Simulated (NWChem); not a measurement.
# Run report: Si2H4ClO2, energy and gradient calculation

- system: Si2H4ClO2, multiplicity 2, SMILES O[SiH][SiH](O)Cl
- method: HF/3-21G, UHF (NWChem 7.3.0)

The geometry comes from this level: PBE0-D4/def2-TZVP.

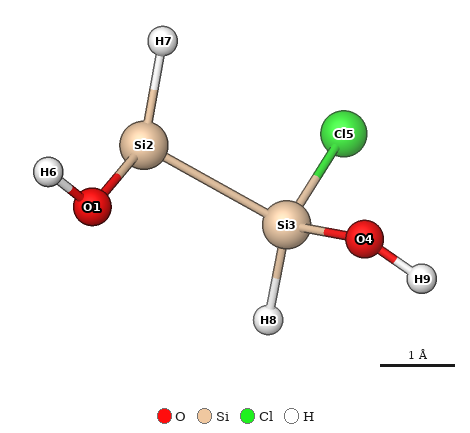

**Figure 1.** The structure (ball-and-stick view, seen at a tilt; atoms are numbered from 1 in the order of the input). Bond lengths as drawn: Cl–Si 2.07 Å, H–O 0.96 Å, H–Si 1.48 to 1.50 Å, O–Si 1.64 to 1.65 Å and Si–Si 2.33 Å.

**Results in brief**

- outcome: converged
- total energy: −1183.384633 hartree
- basis functions: 65
- largest force: 2.405 eV/Å
- ⟨S²⟩: 0.754
- dipole moment: 2.13 D
- hardware: 1 thread of Intel Xeon @ 2.90GHz (Ice Lake), 16 GiB of memory available, shared host
- wall time: 12 s
- peak memory: 0.098 GiB

**The input**
```python
from ase.io import read
from ase.calculators.nwchem import NWChem

system = read('calc.xyz')

calc = NWChem(
    label='calc',
    theory='scf',
    memory='2200 mb',
    basis='3-21G',
    basispar='spherical bse',
    scf={'nopen': '1', 'uhf': None, 'thresh': '1e-08', 'maxiter': '80'},
)
system.calc = calc

forces = system.get_forces()
print("Total energy (eV):", round(system.get_potential_energy(), 6))
print("forces (eV/A):")
for s, f in zip(system.symbols, forces):
    print(f"{s:2s} {f[0]:10.5f} {f[1]:10.5f} {f[2]:10.5f}")
```

**File calc.xyz**
```
9
ClH4O2Si2
O     -0.742200     1.201600    -1.839500
Si     0.642800     0.738200    -1.062800
Si     0.161800    -0.925700     0.497700
O     -0.966500    -0.439400     1.582200
Cl     1.973500    -1.290900     1.426900
H     -0.751500     2.064700    -2.257000
H      1.325700     1.914700    -0.440100
H     -0.235800    -2.217900    -0.116000
H     -1.319400    -1.091500     2.191600
```

**File calc.nwi**
```
title "calc"

permanent_dir calc

scratch_dir calc

start calc

geometry units angstrom nocenter noautosym noautoz
  O  -7.4219999999999997e-01 1.2016000000000000e+00 -1.8394999999999999e+00
  Si 6.4280000000000004e-01 7.3819999999999997e-01 -1.0628000000000000e+00
  Si 1.6180000000000000e-01 -9.2569999999999997e-01 4.9769999999999998e-01
  O  -9.6650000000000003e-01 -4.3940000000000001e-01 1.5822000000000001e+00
  Cl 1.9735000000000000e+00 -1.2908999999999999e+00 1.4269000000000001e+00
  H  -7.5149999999999995e-01 2.0647000000000002e+00 -2.2570000000000001e+00
  H  1.3257000000000001e+00 1.9147000000000001e+00 -4.4009999999999999e-01
  H  -2.3580000000000001e-01 -2.2179000000000002e+00 -1.1600000000000001e-01
  H  -1.3193999999999999e+00 -1.0914999999999999e+00 2.1916000000000002e+00
end

memory 2200 mb

basis spherical bse noprint
   * library 3-21G
end

scf
  nopen 1
  uhf
  thresh 1e-08
  maxiter 80
end

task scf gradient
```

Run as:
```bash
export ASE_NWCHEM_COMMAND="nwchem PREFIX.nwi > PREFIX.nwo"
python run.py
```

**Log**
```
Total energy (eV): -32201.536069
forces (eV/A):
O    -0.69415    0.36828   -0.47205
Si    1.17942   -0.36628    0.52872
Si   -0.95275    0.25315   -2.19315
O    -0.65918    0.00591    0.73642
Cl    1.99636   -0.51823    1.06634
H    -0.49226    0.20841   -0.32355
H    -0.00149   -0.16712    0.10254
H     0.08788    0.07605    0.05980
H    -0.46378    0.13982    0.49499
```

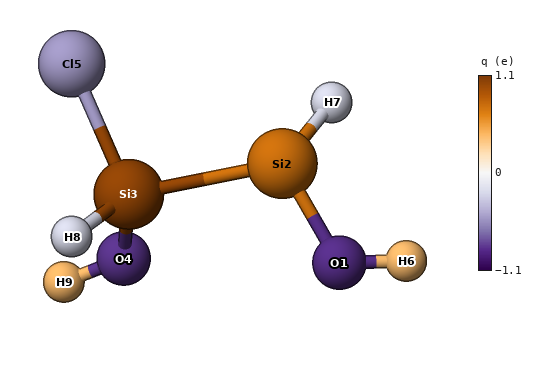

**Figure 2.** Mulliken charges, as the colour of each atom (ball-and-stick view, seen at an oblique angle; atoms are numbered from 1 in the order of the input). By element: O −0.85 to −0.83, Si +0.74 to +1.00, Cl −0.50 and H −0.20 to +0.42 e.
